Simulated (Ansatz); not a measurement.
# NaVS3 (model cell, started as cubic perovskite with V in the octahedra): from the cell to its phonons, part 2 of 2

Wanted: phonon frequencies of NaVS3 (model cell, started as cubic perovskite with V in the octahedra) and what follows from them.

Ansatz 0.2.0; DFT PBEsol, scalar-relativistic, plane waves, PAW; PAW set soft_1.

So far: The structure; Bringing the structure to rest. The relaxed cell has a = 4.568 Å (conventional setting).

The structure was built from a prototype and need not be the compound's stable phase.

**3. Relaxing to small forces for the phonons**

Phonons need a cell at rest on their own settings, so the relaxation is repeated with tight tolerances on forces and stress, using the mesh and the filling of the phonon run that follows.

Contents of input.yaml:

```yaml
crystal:
  lattice:
    - [4.5683033595, 0.0, 0.0]
    - [0.0, 4.5683033595, 0.0]
    - [0.0, 0.0, 4.5683033595]
  atoms:
    - { symbol: Na, position: [0.0, 0.0, 0.0] }
    - { symbol: V, position: [0.5, 0.5, 0.5] }
    - { symbol: S, position: [0.5, 0.5, 0.0] }
    - { symbol: S, position: [0.5, 0.0, 0.5] }
    - { symbol: S, position: [0.0, 0.5, 0.5] }
kpoints:
  mp_grid: { grid: [8, 8, 8] }
hamiltonian:
  xc: pbesol
  pseudopotentials: { kind: paw, azcp: { folder: soft_1 }, xc_functional: pbe }
scf:
  occupations: { method: methfessel_paxton, width: 0.2 }
output:
  forces: true
  stress: true
  eigenvalues: true
relax:
  adjacent_minimum: "off"
  f_tol: 0.001
  max_steps: 60
  cell: { stress_tol: 0.01 }
```

Started as:

```sh
> ansatz run input.yaml --threads 8 --pin off --max-ram 16384MiB --backend cpu --events-out ev --progress --plain --runs-dir out
```

Numbers of over 12 decimals in the logs are rounded to 6 here.

What it wrote:

```text
[...]
Crystal: 5 atoms, lattice volume = 95.338 Å³
Basis set: ecut = 420 eV, 1863 PW (Γ), exchange–correlation on 64×64×64 points (8 copies of the dense FFT grid, shifted against one another)
Bands: 25, of which v1, the nominal top of the filled ones, is band 20 counted from 1 (19 counted from 0)
Symmetry: 48 space group operations
[...]
k-points: 35 of 512
[...]
--- Relaxed structure (1 steps of the walk, 1 accepted, 1 SCFs on fresh bases) ---
[...]
cell:  # Å, volume = 95.3377 Å³
    - [4.5683033595, 0.0, 0.0]
    - [0.0, 4.5683033595, 0.0]
    - [0.0, 0.0, 4.5683033595]
  atoms:
    - { symbol: Na, position: [0.0, 0.0, 0.0] }
    - { symbol: V, position: [0.5, 0.5, 0.5] }
    - { symbol: S, position: [0.5, 0.5, 0.0] }
    - { symbol: S, position: [0.5, 0.0, 0.5] }
    - { symbol: S, position: [0.0, 0.5, 0.5] }
[key lines of the parts left out:]
SCF converged after 6 iterations
Free energy (F): -7019.152650 eV
Fermi energy:    6.797362 eV
P = ⅓ Tr σ = 0.0053 GPa (0.053 kbar)
```

It took 1.8 s on 8 threads of Arm Neoverse V2, shared host; peak memory 0.51 GiB; 12 s of CPU time.

Little changed from the start: no atom moved by 0.005 Å and no cell edge by 0.1 %.

Numbers from this step:

```
pressure : 0.005335 GPa
```

The forces vanish by symmetry and the pressure is 0.005 GPa, within the tolerances set. The cell now holds 19.07 Å³/atom.

**4. Modes at Γ**

The zone centre comes first: it holds the modes that light can see, as far as symmetry allows. No field response is asked, since the mesh shows no gap.

Edit input.yaml of step 3 so:

```diff
@@ -19,9 +19,4 @@
 output:
-  forces: true
-  stress: true
   eigenvalues: true
-relax:
-  adjacent_minimum: "off"
-  f_tol: 0.001
-  max_steps: 60
-  cell: { stress_tol: 0.01 }
+phonons:
+  method: dfpt
```

What it wrote:

```text
zone centre: on kpoints.mp_grid the ground state, and the responses unless they are solved on pairs of k-points, stand on 125 of the mesh's 512 k-points, reduced under 8 symmetry operations, with k and −k counted as one. Each operation leaves every solved displacement unchanged or reverses it
[...]
Crystal: 5 atoms, lattice volume = 95.338 Å³
Basis set: ecut = 420 eV, 1863 PW (Γ), exchange–correlation on 64×64×64 points (8 copies of the dense FFT grid, shifted against one another)
Bands: 25, of which v1, the nominal top of the filled ones, is band 20 counted from 1 (19 counted from 0)
Symmetry: 48 space group operations
k-points: 125 of 512 (irreducible under 8 space group operations)
[...]
SCF iter   1: F=—  HF=-7020.489581 eV  |F-HF|=—  |Δ(HF+E_count)|=         —  Δρ=9.27e-2  dr2=1.33e1  ethr=3.10e-3  ⟨swp⟩=7.2  Hψ=34105  notcnv=0
[...]
SCF iter  13: F=-7019.152650 eV  HF=-7019.152650 eV  |F-HF|=3.64e-12  |Δ(HF+E_count)|=  1.82e-12  S|Δr|=    0.00e0  Δρ=3.42e-8  dr2=1.44e-12  ethr=1.00e-12  ⟨swp⟩=13.4  Hψ=20534  notcnv=0
SCF 1 converged in 13 iterations: F = -7019.152650 eV  dr2 = 1.44e-12
[...]
DFPT response loops at Γ: preconditioner auto → Kerker (q_TF=auto, 2.361 Å⁻¹) (partly filled bands, converged f_vac=0.000); β = 1.00, the filter's whole step (`scf.mixing.beta` (0.50) is not read by the response loops under this deck's `scf.mixing.preconditioner`; to damp them name `kerker` or `kerker_dos`, under which they read `scf.mixing.beta`, and type it under 1.00, their step now; both keys bind the ground state too); Broyden in place of MSR1
SCF converged after 13 iterations
[...]
Free energy (F): -7019.152650 eV
[...]
Internal energy: -7019.133839 eV  (E = F + TS)
E sigma→0 (E₀):  -7019.147947 eV
Entropy (-TS):   -0.018811 eV (-3.762 meV/atom)
Fermi energy:    6.797362 eV
Step filling:    the computed levels leave a gap of 0.0000 eV = 0.0 smearing widths at the electron count; against every level under it full and every level over it empty, smearing changes F+E_penalty+E_count by -9.448 meV and its σ→0 estimate by -4.745 meV
[...]
--- Band table (eV; the first three rows and the last of 125) ---
  k-point 0: bands = [... 16 lower, 5.5777, 5.8073, 5.8073, 5.8073, 6.4683, 6.4683, 6.4683, 7.2942, ... 6 higher]
  k-point 1: bands = [... 16 lower, 5.4653, 5.7831, 5.8131, 6.0719, 6.0719, 6.7741, 6.7741, 7.3022, ... 6 higher]
  k-point 2: bands = [... 16 lower, 4.8642, 5.2177, 5.8275, 6.1460, 6.1460, 7.3169, 7.3525, 7.3525, ... 6 higher]
  k-point 124: bands = [... 16 lower, 2.4703, 7.2308, 7.2308, 7.2308, 7.8696, 7.8696, 7.8696, 9.4206, ... 6 higher]
--- Phonons (Γ-DFPT): 4 representative perturbations + reference, on 125 of 512 k-points (Σ response iterations 12) ---
  k mesh reduced under 8 symmetry operations, with k and −k counted as one. Each operation leaves every solved displacement unchanged or reverses it
  ASR residual: 2.135e-5 → 0.000e0 eV/Å²; symmetrization residual: 5.353e-6 eV/Å²
  ASR residual per site (eV/Å²): 2.14e-5 1.49e-5 2.03e-5 2.03e-5 2.03e-5
  Γ frequencies (cm⁻¹): -93.33 -93.33 -93.33 0.00 0.00 0.00 72.22 72.22 72.22 87.93 87.93 87.93 352.07 352.07 352.07
  non-analytic LO–TO correction: not included (Born effective charges unavailable; polar crystals: no LO–TO splitting at Γ)
```

Run time: 17 s. Hardware: 8 threads; peak memory 1.3 GiB.

This step gave:

* sum-rule residual before enforcement: 2.14e-5 eV/Å²
* point group: m-3m
* highest optical mode at the zone centre (no LO-TO term): 352.1 cm⁻¹
* lowest optical zone-centre mode: -93.33 cm⁻¹

Patterns of degenerate modes are one choice out of their space. Modes at Γ, with each element's share of the kinetic energy (negative means imaginary):

| mode | frequency (cm⁻¹) | symmetry | Na % | V % | S % |
| --- | --- | --- | --- | --- | --- |
| 1 | -93.3 | T1u | 2 | 61 | 37 |
| 2 | -93.3 | T1u | 2 | 61 | 37 |
| 3 | -93.3 | T1u | 2 | 61 | 37 |
| 4 | 0.0 | acoustic | 14 | 30 | 57 |
| 5 | 0.0 | acoustic | 14 | 30 | 57 |
| 6 | 0.0 | acoustic | 14 | 30 | 57 |
| 7 | 72.2 | T1u | 85 | 1 | 14 |
| 8 | 72.2 | T1u | 85 | 1 | 14 |
| 9 | 72.2 | T1u | 85 | 1 | 14 |
| 10 | 87.9 | T2u | 0 | 0 | 100 |
| 11 | 87.9 | T2u | 0 | 0 | 100 |
| 12 | 87.9 | T2u | 0 | 0 | 100 |
| 13 | 352.1 | T1u | 0 | 8 | 92 |
| 14 | 352.1 | T1u | 0 | 8 | 92 |
| 15 | 352.1 | T1u | 0 | 8 | 92 |

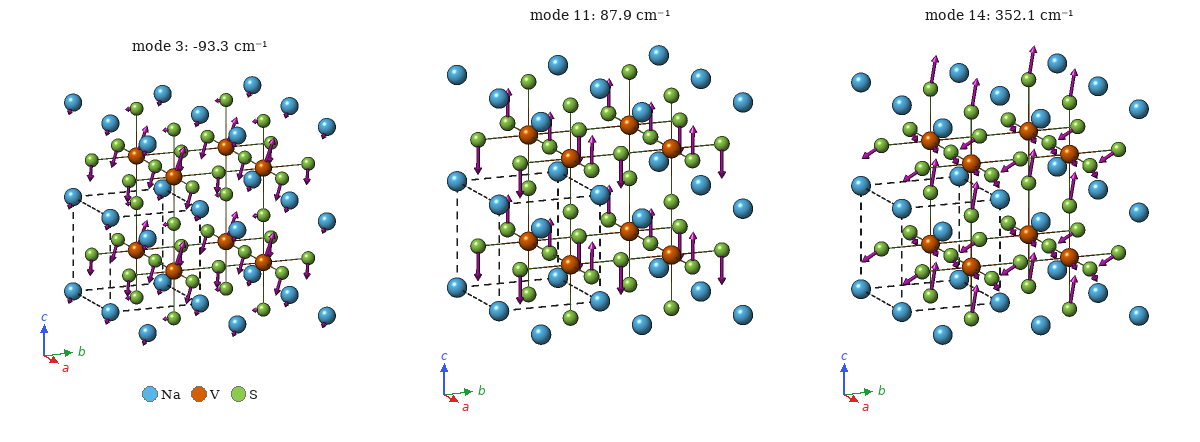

Displacement patterns of modes 3, 11 and 14 at Γ; arrows are exaggerated. 2×2×2 cells are drawn. Some periodic images of atoms are drawn too.

Before it was imposed, the acoustic sum rule was missed by 2.1e-5 eV/Å². Small misses are needed for a sound result but don't prove that mesh and cutoff are converged. The lowest optical mode is imaginary, 93.3i cm⁻¹, so the energy falls along it.

**5. Phonons on a q mesh**

Stability and thermal properties need the whole zone. Linear response on a 4×4×4 q mesh gives force constants as far as a supercell of that size would.

Edit input.yaml of step 4 so:

```diff
@@ -22 +22,8 @@
   method: dfpt
+  qmesh: [4, 4, 4]
+  temperatures: { t_max: 1000, t_step: 50 }
+  qpath:
+    path:
+      - [[0.0, 0.0, 0.0], [0.0, 0.5, 0.0], [0.5, 0.5, 0.0], [0.0, 0.0, 0.0], [0.5, 0.5, 0.5], [0.0, 0.5, 0.0]]
+      - [[0.5, 0.5, 0.5], [0.5, 0.5, 0.0]]
+    npoints: 10
```

What it wrote:

```text
[...]
Crystal: 5 atoms, lattice volume = 95.338 Å³
Basis set: ecut = 420 eV, 1863 PW (Γ), exchange–correlation on 64×64×64 points (8 copies of the dense FFT grid, shifted against one another)
Bands: 25, of which v1, the nominal top of the filled ones, is band 20 counted from 1 (19 counted from 0)
Symmetry: 48 space group operations
k-points: 35 of 512
[...]
SCF iter   1: F=—  HF=-7020.489549 eV  |F-HF|=—  |Δ(HF+E_count)|=         —  Δρ=9.27e-2  dr2=1.33e1  ethr=3.10e-3  ⟨swp⟩=7.5  Hψ=9583  notcnv=0
[...]
SCF iter  13: F=-7019.152650 eV  HF=-7019.152650 eV  |F-HF|=1.82e-12  |Δ(HF+E_count)|=    0.00e0  S|Δr|=    0.00e0  Δρ=3.40e-8  dr2=1.42e-12  ethr=1.00e-12  ⟨swp⟩=13.5  Hψ=5859  notcnv=0
SCF 1 converged in 13 iterations: F = -7019.152650 eV  dr2 = 1.42e-12
[...]
SCF iter   6: F=-7019.152650 eV  HF=-7019.152650 eV  |F-HF|=1.00e-11  |Δ(HF+E_count)|=  1.82e-12  S|Δr|=    0.00e0  Δρ=7.67e-8  dr2=9.91e-12  ethr=1.00e-12  ⟨swp⟩=2.0  Hψ=2040  notcnv=0
SCF 2 converged in 6 iterations: F = -7019.152650 eV  dr2 = 9.91e-12
phonons: the bands overlap, so this run is a metal and interpolates without the dipole-dipole term. If the crystal is really an insulator or semiconductor, its LO-TO splitting is missing
NSCF: frozen V_eff on 35 k-points
[...]
DFPT response loops at q = (0, 0, 0) (fractional): preconditioner auto → Kerker (q_TF=auto, 2.361 Å⁻¹) (partly filled bands, converged f_vac=0.000); β = 1.00, the filter's whole step (`scf.mixing.beta` (0.50) is not read by the response loops under this deck's `scf.mixing.preconditioner`; to damp them name `kerker` or `kerker_dos`, under which they read `scf.mixing.beta`, and type it under 1.00, their step now; both keys bind the ground state too); Broyden in place of MSR1
[...]
SCF converged after 13 iterations
[...]
Free energy (F): -7019.152650 eV
[...]
Internal energy: -7019.133839 eV  (E = F + TS)
E sigma→0 (E₀):  -7019.147947 eV
Entropy (-TS):   -0.018811 eV (-3.762 meV/atom)
Fermi energy:    6.797362 eV
[...]
--- Band table (eV; the first three rows and the last of 35) ---
  k-point 0: bands = [... 16 lower, 5.5777, 5.8073, 5.8073, 5.8073, 6.4683, 6.4683, 6.4683, 7.2942, ... 6 higher]
  k-point 1: bands = [... 16 lower, 5.4653, 5.7831, 5.8131, 6.0719, 6.0719, 6.7741, 6.7741, 7.3022, ... 6 higher]
  k-point 2: bands = [... 16 lower, 4.8642, 5.2177, 5.8275, 6.1460, 6.1460, 7.3169, 7.3525, 7.3525, ... 6 higher]
  k-point 34: bands = [... 16 lower, 2.4703, 7.2308, 7.2308, 7.2308, 7.8696, 7.8696, 7.8696, 9.4206, ... 6 higher]
--- Phonons (Γ-DFPT): 4 representative perturbations + reference (Σ response iterations 12) ---
  ASR residual: 2.475e-5 → 0.000e0 eV/Å²; symmetrization residual: 5.283e-6 eV/Å²
  ASR residual per site (eV/Å²): 2.22e-5 2.47e-5 1.53e-5 1.53e-5 1.53e-5
[...]
--- Phonons (arbitrary-q DFPT): 10 irreducible q on the 4×4×4 mesh ---
  q = [0.0000, 0.0000, 0.0000] (star 1, of the zone-centre solve; hermiticity 9.34e-7, symmetrization 2.17e-12): -93.33 -93.33 -93.33 -0.00 0.00 0.00 72.22 72.22 72.22 87.93 87.93 87.93 352.07 352.07 352.07
  q = [0.0000, 0.0000, 0.2500] (star 6, 9 solved perturbations in 1560 linear systems a pass and spin channel, the states on 200 of 512 k-point pairs; hermiticity 1.32e-6, symmetrization 2.50e-12): -165.28 -86.69 -86.69 38.54 38.54 69.03 71.34 71.34 74.49 113.59 125.30 125.30 346.63 346.63 355.56
[...]
q = [0.0000, 0.2500, -0.5000] (star 12, 15 solved perturbations on 200 of 512 k-point pairs; hermiticity 1.03e-6, symmetrization 5.72e-8): -140.26 -99.61 -21.45 58.34 62.62 64.85 115.89 117.65 125.95 155.89 191.97 204.99 292.71 330.68 401.05
[...]
sum rule: each row above includes the acoustic sum rule's correction from the zone centre's row sums; it moved no ω² by more than (0.51 cm⁻¹)²
  mesh force constants: q→R imaginary residual 3.27e-19; ASR residual 2.475e-5 → 0.000e0 eV/Å²; symmetrization residual 5.329e-15 eV/Å²
  interpolated dispersion: 62 rows × 15 modes
  density of states and harmonic sums: on the 16×16×16 q-mesh, interpolated from the force constants of a 4×4×4 supercell (no non-analytic term)
  largest difference from the sums on the solved wave vectors: F 5.95e-2 eV, S 8.52e-5 and C_V 2.72e-5 eV/K
  zero-point energy: 0.123979 eV/cell   skipped modes (ω ≤ 0): 486, of them read as no rigid motion or as one in doubt: 483 (2.872e0 modes/cell left out, lowest -216.15 cm⁻¹)   left out of the sums: 1.91e-1 of the cell's modes: C_V's classical limit lies that fraction below 3 k_B per atom; for a crystal, a wire or a layer, F and S can be off by more, and a phonons.interpolated_qmesh denser along its periods is the remedy for the sampling
```

Run time: 6.3 min. Hardware: 8 threads; peak memory 3.1 GiB.

Numbers from this step:

```yaml
sum_rule_residual_before_enforcement: 2.47e-5 eV/Å²
lowest_frequency_on_the_path: -216.2 cm⁻¹
highest_frequency_on_the_path_or_at_a_solved_wavevector: 453.7 cm⁻¹
lowest_mode_on_the_q_mesh_acoustic_modes_at_gamma_apart: -216.2 cm⁻¹
```

Frequencies (cm⁻¹) solved at each irreducible wavevector; negative means imaginary. Frequencies by wavevector, by row:

| q in reciprocal lattice units | star | mode 1 | mode 2 | mode 3 | mode 4 | mode 13 | mode 14 | mode 15 |
| --- | --- | --- | --- | --- | --- | --- | --- | --- |
| 0 0 0 | 1 | -93.3 | -93.3 | -93.3 | 0 | 352.1 | 352.1 | 352.1 |
| 0 0 0.25 | 6 | -165.3 | -86.7 | -86.7 | 38.5 | 346.6 | 346.6 | 355.6 |
| 0 0 -0.5 | 3 | -97.5 | -97.5 | 54.4 | 54.4 | 336.9 | 336.9 | 380.8 |
| 0 0.25 0.25 | 12 | -149.2 | -126.5 | -87 | 26.8 | 333.7 | 340.9 | 376.2 |
| 0 0.25 -0.5 | 12 | -140.3 | -99.6 | -21.4 | 58.3 | 292.7 | 330.7 | 401.1 |
| 0 -0.5 -0.5 | 3 | -111.4 | -76.2 | 50.4 | 50.4 | 227.9 | 319.9 | 418.6 |
| 0.25 0.25 0.25 | 8 | -104.7 | -104.7 | -82.9 | 29.5 | 333.5 | 333.5 | 396.7 |
| 0.25 0.25 -0.5 | 12 | -92.4 | -89.3 | -34.5 | 21.7 | 266 | 316.2 | 421.9 |
| 0.25 -0.5 -0.5 | 6 | -102.9 | -76.5 | -52 | -11.3 | 227.8 | 271 | 441.3 |
| -0.5 -0.5 -0.5 | 1 | -216.2 | -216.2 | -76.5 | -76.5 | 226.4 | 226.4 | 453.6 |

Interpolated from a 4×4×4 q mesh. The phonon branches at the labelled points (cm⁻¹):

| point | branch 1 | branch 2 | branch 3 | branch 4 | branch 12 | branch 13 | branch 14 | branch 15 |
| --- | --- | --- | --- | --- | --- | --- | --- | --- |
| Γ | -93 | -93 | -93 | 0 | 88 | 352 | 352 | 352 |
| X | -98 | -98 | 54 | 54 | 189 | 337 | 337 | 381 |
| M | -111 | -76 | 50 | 50 | 186 | 228 | 320 | 419 |
| Γ | -93 | -93 | -93 | 0 | 88 | 352 | 352 | 352 |
| R | -216 | -216 | -76 | -76 | 226 | 226 | 226 | 454 |
| X | -98 | -98 | 54 | 54 | 189 | 337 | 337 | 381 |
| jump to R | -216 | -216 | -76 | -76 | 226 | 226 | 226 | 454 |
| M | -111 | -76 | 50 | 50 | 186 | 228 | 320 | 419 |

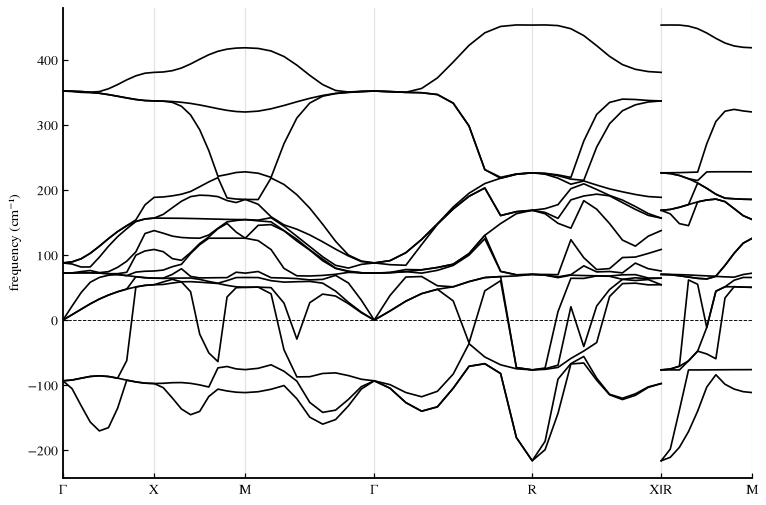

Phonon branches along the path.

The phonon density of states has structure finer than the step of the table below, so its rows give means over 50 cm⁻¹, whole bins alone (the curve runs from -215 to 455 cm⁻¹). Peaks (cm⁻¹: height): -105.0: 0.0457, 65.0: 0.139, 175.0: 0.0484, 335.0: 0.0488.

Tetrahedra on a 16×16×16 mesh, mean over bins of 10 cm-1. Interpolated from a 4×4×4 q mesh. Table of phonon density of states by wavenumber; means over each step:

| wavenumber (cm⁻¹) | phonon density of states (1/cm⁻¹/cell) |
| --- | --- |
| -150 | 0.00925 |
| -100 | 0.0301 |
| -50 | 0.0145 |
| 0 | 0.00740 |
| 50 | 0.0692 |
| 100 | 0.0422 |
| 150 | 0.0379 |
| 200 | 0.0322 |
| 250 | 0.00601 |
| 300 | 0.00896 |
| 350 | 0.0262 |
| 400 | 0.0124 |

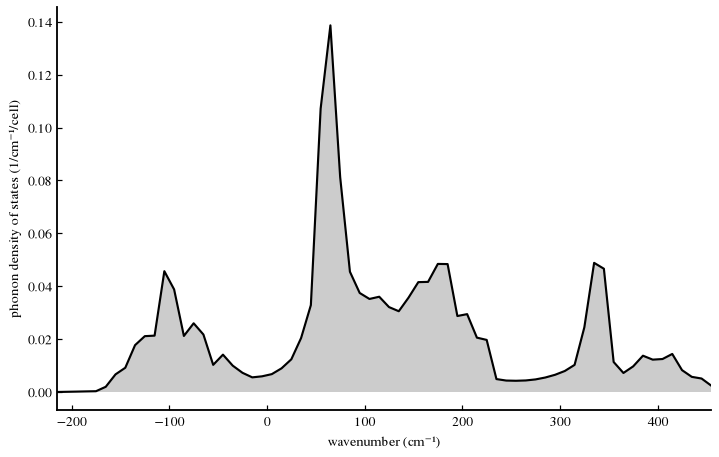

Phonon density of states, plotted against wavenumber.

The partial phonon density of states has structure finer than the step of the table below, so its rows give means over 50 cm⁻¹, whole bins alone (the curve runs from -206 to 477 cm⁻¹). Peaks (cm⁻¹: height): Na 65.1: 0.106; S 60.8: 0.0320, 108.0: 0.0276, 125.2: 0.0274, 146.7: 0.0322, 163.8: 0.0371, 181.0: 0.0304, 339.9: 0.0475; V -102.4: 0.0429, 103.7: 0.0111, 150.9: 0.0182, 185.3: 0.0255.

Phonopy on the run's constants, 13x13x13 mesh, Gaussian sigma 4.9 cm-1. Interpolated from a 4×4×4 q mesh. Table of partial phonon density of states by wavenumber; means over each step; values in 1/cm⁻¹/cell:

| wavenumber (cm⁻¹) | Na | S | V |
| --- | --- | --- | --- |
| -150 | 5.5e-5 | 0.00287 | 0.00644 |
| -100 | 4.1e-4 | 0.00765 | 0.0219 |
| -50 | 4.6e-4 | 0.0124 | 0.00173 |
| 0 | 7.8e-4 | 0.00436 | 6.2e-4 |
| 50 | 0.0453 | 0.0216 | 0.00426 |
| 100 | 0.0111 | 0.0245 | 0.00616 |
| 150 | 0.00134 | 0.0265 | 0.00930 |
| 200 | 4.9e-4 | 0.0249 | 0.00809 |
| 250 | 8.3e-6 | 0.00548 | 6.8e-5 |
| 300 | 0 | 0.00861 | 1.0e-4 |
| 350 | 3.4e-6 | 0.0254 | 0.00113 |
| 400 | 0 | 0.0120 | 1.7e-4 |
| 450 | 0 | 0.00351 | 4.9e-5 |

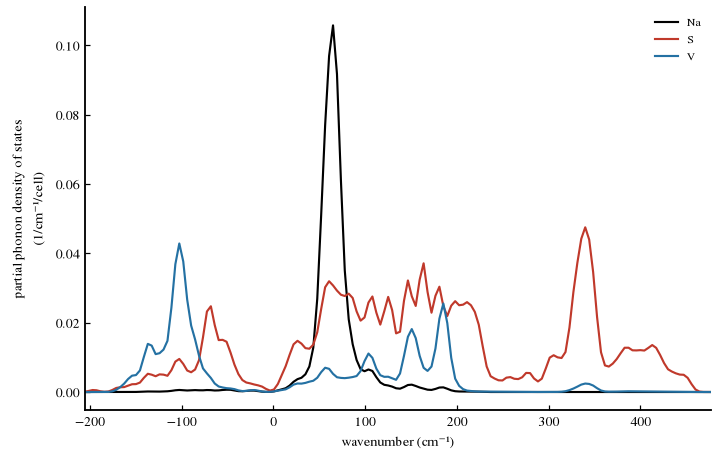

Partial phonon density of states, plotted against wavenumber.

Symmetry leaves 10 wavevectors to solve. The lowest mode among them, the acoustic zeros apart, lies at q = (-0.5, -0.5, -0.5) and is imaginary, 216.2i cm⁻¹, so the energy falls along it.

**6. What came out**

| Item | Value |
| --- | --- |
| space group after relaxation (within 0.01 Å) | Pm-3m |
| volume per atom | 19.1 Å³ |
| electronic character | no gap on this mesh |
| highest optical mode at the zone centre (no LO-TO term) | 352 cm⁻¹ |
| lowest optical zone-centre mode | -93.3 cm⁻¹ |
| lowest mode on the q mesh (acoustic modes at Γ apart) | -216 cm⁻¹ |
| highest frequency on the path or at a solved wavevector | 454 cm⁻¹ |
| imaginary modes on the 4×4×4 q mesh | yes |

In words: Modes are clearly imaginary (beyond 10i cm⁻¹) at 10 of the 10 irreducible wavevectors, most at q = (-0.5, -0.5, -0.5) (216.2i cm⁻¹), so this structure is not a minimum of the energy. The optical modes at Γ span -93 to 352 cm⁻¹ (negative means imaginary). The highest mode in this list at Γ, 352.1 cm⁻¹, is mostly motion of S (92 % of the kinetic energy). With no gap, or one that is small against the smearing, the frequencies hang on the k mesh and the smearing, most of all near Kohn anomalies. The phonon runs are without spin polarisation, although V often carries a moment. The PAW files were made for PBE and serve the other functionals too. The starting cell was built on a prototype and not taken from a measurement, so the phase need not exist. These are harmonic frequencies at zero temperature: anharmonic shifts, linewidths and thermal expansion are left out.

[Logs are printed without paths, hosts, clocks, repeated set-up lines and the standing remarks that a program may print on its own settings, such as how far it seeks lower states.]

[Hosts, paths, dates, database ids (printed as entryN), source tags and the programs' standing remarks are cut or masked in the printed files.]
